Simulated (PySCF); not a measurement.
Molecule: Si(H)(OH)(OMe)(NH2), SMILES CO[SiH](N)O (CH7NO2Si). Atoms near the plane z = 0.8 Å, at the PBE0/def2-SVP optimised geometry (x, y, z in Å): Si1 (0.4, -0.4, 0.0), O3 (-0.2, 1.2, 0.0), O4 (0.1, -1.2, 1.4), C5 (-1.2, -1.6, 1.8), H6 (1.9, -0.4, 0.0), H9 (0.4, 1.8, 0.5), H11 (-1.9, -1.8, 0.9).

Computed with PBE0/def2-TZVP in PySCF. The values are rescaled to run from 0 to 1.

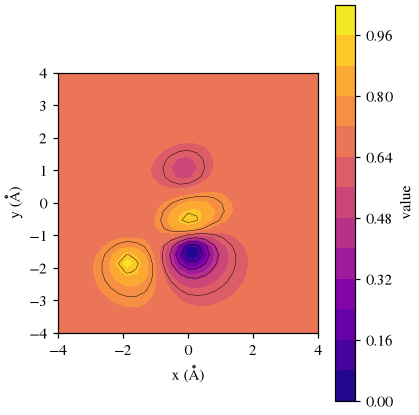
Figure: a field on the plane z = 0.8 Å.

Task: Which quantity is mapped?
A. electron localisation function
B. deformation density (molecule minus spherical neutral atoms)
C. an orbital amplitude
D. electrostatic potential

Result: C, an orbital amplitude. In full: HOMO−1 amplitude (bohr^(-3/2)).
